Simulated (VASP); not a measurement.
Energy against volume of Cu2O (cuprite). These are RPBE GGA, VASP's PBE PAW potentials (set 64) (plane waves; VASP) values and carry that method's errors.

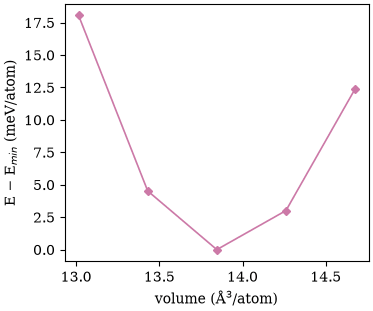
Figure. Energy against volume

Problem. Estimate the equilibrium volume and the bulk modulus.

Solution. The minimum lies near 13.9 Å³/atom, and the curvature gives B0 of about 96 GPa.

Measured: a 4.276 Å at 15 K (computed value off by +2.1 %), as given by Leila H. N. Rimmer et al., Physical Review B (2014), arXiv:1402.1026. The calculation is for a static lattice, while the measured a holds thermal and zero-point effects, which are part of the difference.

The compound is Cu2O in the cuprite structure. It was relaxed first, which changed the volume by +7 %.
